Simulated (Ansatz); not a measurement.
# SiO2 (silicon dioxide molecule) at 6 levels

Aim: a comparison of 6 runs (HSE06/STO-3G, SVWN5/STO-3G, wB97X/STO-3G, CCSDTQ/STO-3G, CCSD(T)/STO-3G, FCI/STO-3G) of SiO2 (silicon dioxide molecule). 

Program for the calculation: Ansatz 0.2.0.

35 further runs of the same task are left out: 5 that didn't finish, 30 set aside as unsound or not needed.

### Step 1. The system as given

SiO2 has 3 atoms, charge 0, and is taken as a singlet. SMILES: `O=[Si]=O`. The Si2–O1 distance was set to 3.765 Å, away from the relaxed value. At this shape a bond of the SMILES string is far longer than usual.

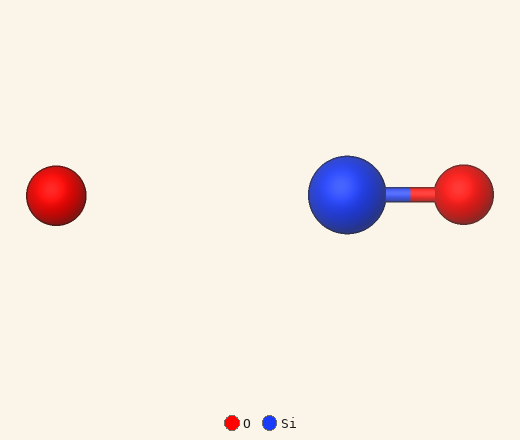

Viewed from a chosen angle; oxygen red, silicon blue.

### Step 2. The energy at HSE06/STO-3G (run 1)

File run.yaml:

```yaml
crystal:
  periodic: [false, false, false]
  atoms:
    - symbol: O
      position_ang: [1.744358, 3.074031, 1.296913]
    - symbol: Si
      position_ang: [-0.000010, 0.000000, -0.000000]
    - symbol: O
      position_ang: [-0.697730, -1.229610, -0.518760]
basis:
  gaussian:
    orbitals: STO-3G
accuracy: high
hamiltonian:
  xc: {name: HSE06}
```

Launch:

```
$ ansatz run run.yaml --threads 1 --pin off --max-ram 3480MiB --events-out events.jsonl --progress --plain --runs-dir runs
```

The log of the run:

```text
Warning: RAYON_NUM_THREADS=1 ignored (pool sized by the plan → 1); use --threads N
Functional definition: HSE06
  name "HSE06"
  parameter a = 0.25
  parameter omega = 0.11/bohr
  exchange = pbe_x - a*pbe_x_sr(omega) + a*exact_x_sr(omega)
  correlation = pbe_c
302 factors; integrals over basis functions are off by at most 2.2e-8 eV
52 factors; integrals over basis functions are off by at most 1.3e-9 eV
mean field evaluation 1: about -11795.0499 eV, gradient 5.1e1 eV
mean field evaluation 2: about -11587.8440 eV, gradient 2.0e1 eV
mean field evaluation 4: about -11740.1001 eV, gradient 8.3e1 eV
mean field evaluation 8: about -11807.8747 eV, gradient 1.1e-1 eV
mean field evaluation 16: about -11807.8749 eV, gradient 8.6e-6 eV
mean field evaluation 32: about -11807.8747 eV, gradient 3.8e-2 eV
mean field -11807.87487054 eV, -433.9313978274 hartree, gradient 3.5e-8 eV, S^2 0.000000; 3 other end points of the search recorded, 0 dependent functions left out
reference -11807.87487195 eV, -433.9313978790 hartree; 15, 15 occupied and 4, 4 virtual orbitals, 302 factors
Total energy: -11807.87487195 eV, -433.9313978790 hartree
```

It took 2.6 s on 1 thread of Arm Neoverse V2, shared host.

### Step 3. The energy at SVWN5/STO-3G (run 2)

File molecule.yaml:

```yaml
crystal:
  periodic: [false, false, false]
  atoms:
    - {symbol: O, position_ang: [1.744358, 3.074031, 1.296913]}
    - {symbol: Si, position_ang: [-0.000010, 0.000000, -0.000000]}
    - {symbol: O, position_ang: [-0.697730, -1.229610, -0.518760]}
basis:
  gaussian: {orbitals: STO-3G}
hamiltonian: {xc: {name: SVWN5}}
accuracy: high
```

Launch:

```
$ ansatz run molecule.yaml --threads 1 --pin off --max-ram 3480MiB --events-out events.jsonl --progress --plain --runs-dir runs
```

The log of the run:

```text
Warning: RAYON_NUM_THREADS=1 ignored (pool sized by the plan → 1); use --threads N
Functional definition: SVWN5
  name "SVWN5"
  exchange = slater_x
  correlation = vwn5_c
302 factors; integrals over basis functions are off by at most 2.2e-8 eV
mean field evaluation 1: about -11747.7882 eV, gradient 3.6e1 eV
mean field evaluation 2: about -11666.2725 eV, gradient 1.4e2 eV
mean field evaluation 4: about -11752.4521 eV, gradient 7.9e0 eV
mean field evaluation 8: about -11752.5143 eV, gradient 1.0e-1 eV
mean field evaluation 16: about -11752.6354 eV, gradient 1.8e-2 eV
mean field evaluation 32: about -11752.5019 eV, gradient 3.6e-2 eV
mean field evaluation 64: about -11749.3699 eV, gradient 2.7e1 eV
mean field -11752.63530262 eV, -431.9013811490 hartree, gradient 1.1e-8 eV, S^2 0.000000; 5 other end points of the search recorded, 0 dependent functions left out
reference -11752.63530397 eV, -431.9013811987 hartree; 15, 15 occupied and 4, 4 virtual orbitals, 302 factors
Total energy: -11752.63530397 eV, -431.9013811987 hartree
```

Wall time 1.1 s (1 thread of Arm Neoverse V2, shared host).

### Step 4. The energy at wB97X/STO-3G (run 3)

File run.yaml:

```yaml
crystal:
  periodic: [false, false, false]
  atoms:
    - {symbol: O, position_ang: [1.744358, 3.074031, 1.296913]}
    - {symbol: Si, position_ang: [-0.000010, 0.000000, -0.000000]}
    - {symbol: O, position_ang: [-0.697730, -1.229610, -0.518760]}
basis:
  gaussian:
    orbitals: STO-3G
accuracy: high
hamiltonian:
  xc: {name: wB97X}
```

Launch:

```
$ ansatz run run.yaml --threads 1 --pin off --max-ram 3480MiB --events-out events.jsonl --progress --plain --runs-dir runs
```

The log of the run, cut to the lines that bear on the results:

```text
Warning: RAYON_NUM_THREADS=1 ignored (pool sized by the plan → 1); use --threads N
Functional definition: wB97X
  name "wB97X"
[...]
      + exact_x_lr(omega)
[...]
      + integral(e_c_pw_opposite_spin*poly(b97_u_opposite, 1, cos1, cos2, cos3, cos4))
302 factors; integrals over basis functions are off by at most 2.2e-8 eV
131 factors; integrals over basis functions are off by at most 1.4e-9 eV
[...]
mean field -11814.35951655 eV, -434.1697041729 hartree, gradient 2.3e-8 eV, S^2 0.000000; 4 other end points of the search recorded, 0 dependent functions left out
reference -11814.35951534 eV, -434.1697041284 hartree; 15, 15 occupied and 4, 4 virtual orbitals, 302 factors
Total energy: -11814.35951534 eV, -434.1697041284 hartree
```

It took 15 s on 1 thread of Arm Neoverse V2, shared host; peak memory 0.2 GiB.

Runs 4 to 5 aren't shown in full; the table further down has their settings and results.

### Step 5. A single-point energy at FCI/STO-3G (run 6)

File input.yaml:

```yaml
crystal:
  periodic: [false, false, false]
  atoms:
    - symbol: O
      position_ang: [1.744358, 3.074031, 1.296913]
    - symbol: Si
      position_ang: [-0.000010, 0.000000, -0.000000]
    - symbol: O
      position_ang: [-0.697730, -1.229610, -0.518760]
basis:
  gaussian: {orbitals: STO-3G}
correlation: {method: fci, frozen_orbitals: {O: 1, Si: 5}}
accuracy: high
```

Launch:

```
$ ansatz run input.yaml --threads 1 --pin off --max-ram 3480MiB --events-out events.jsonl --progress --plain --runs-dir runs
```

The log of the run, cut to the lines that bear on the results:

```text
Warning: RAYON_NUM_THREADS=1 ignored (pool sized by the plan → 1); use --threads N
Functional definition: HF
  name "HF"
[...]
302 factors; integrals over basis functions are off by at most 2.2e-8 eV
[...]
mean field -11784.18859122 eV, -433.0609431175 hartree, gradient 4.1e-8 eV, S^2 0.000000; 8 other end points of the search recorded, 0 dependent functions left out; unrestricted orbitals would lower it
[...]
determinant -11784.18859122 eV, -433.0609431175 hartree, with singles and doubles -11788.67781562 eV, -433.2259190713 hartree
determinant -11784.17084350 eV, -433.0602909008 hartree, with singles and doubles -11788.75541682 eV, -433.2287708629 hartree
determinant -11784.18859122 eV, -433.0609431175 hartree, with singles and doubles -11789.02681538 eV, -433.2387445757 hartree
determinant -11784.17084350 eV, -433.0602909008 hartree, with singles and doubles -11789.01394644 eV, -433.2382716510 hartree
unrestricted determinant -11786.78578483 eV, -433.1563882220 hartree, S^2 1.2483
7 core orbitals not correlated: weight in the atoms' cores, before any rotation towards them, 1.000 or more for the frozen orbitals, at most 0.000 for the correlated occupied ones
reference -11784.18859122 eV, -433.0609431175 hartree; 8, 8 occupied and 4, 4 virtual orbitals, 302 factors
state -11789.47340225 eV, -433.2551563408 hartree
Total energy: -11789.47340225 eV, -433.2551563408 hartree
```

It took 1.9 s on 1 thread of Arm Neoverse V2, shared host.

### Step 6. All runs side by side

| run | level | frozen core orbitals | energy (Eh) | wall time |
| --- | --- | --- | --- | --- |
| 1 | HSE06/STO-3G | – | -433.931398 | 2.6 s |
| 2 | SVWN5/STO-3G | – | -431.901381 | 1.1 s |
| 3 | wB97X/STO-3G | – | -434.169704 | 15 s |
| 4 | CCSDTQ/STO-3G | 7 | -433.255291 | 16 s |
| 5 | CCSD(T)/STO-3G | 7 | -433.255440 | 0.28 s |
| 6 | FCI/STO-3G | 7 | -433.255156 | 1.9 s |

### Step 7. Results

```
                                          quantity          value
                               run 6: total energy  -433.25516 Eh
run 6: correlation energy (7 core orbitals frozen)     -194.2 mEh
```

Against full CI in this basis: CCSDTQ -0.1 mEh; CCSD(T) -0.3 mEh. Totals of different functionals can't be ranked against each other. In run 5 the T1 diagnostic is large, so a single reference may not serve. In runs 4, 5 the log says that unrestricted orbitals would lower the reference, so the values rest on an unstable closed-shell determinant (other closed-shell runs at this shape may share the fault). In runs 1, 2, 3, 4, 5, 6 the basis is minimal, so the values are rough. In runs 1, 2, 3, 5 a closed-shell determinant meets a far-stretched bond, which it describes badly. All runs together took 37 s, the longest 16 s.
